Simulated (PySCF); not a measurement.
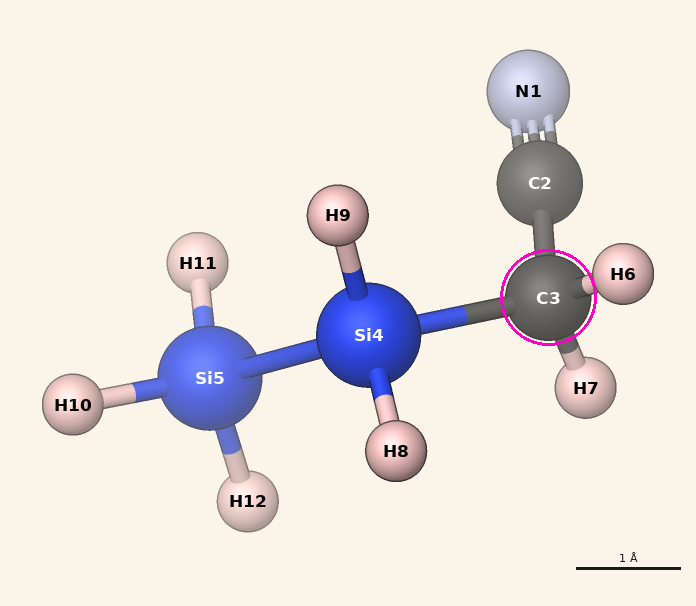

Orthographic view. Depth is shown by fading: the farther an atom, the more it takes the colour of the background. The computed structure is the end point of a GFN2-xTB optimisation. No frequency run is at hand to confirm it as a minimum.

### Which atoms are bonded to the circled atom?

The circled atom is C3; it is bonded to C2, Si4, H6, H7.

### Of C3 and H6, which is nearer the viewer?

H6; the bond to C3 points away from the viewer, so it looks shorter than its 1.09 Å.

### What is the shortest path along bonds from the circled atom to H11?

C3–Si4–Si5–H11, 3 bonds; through space the two are 3.88 Å apart.
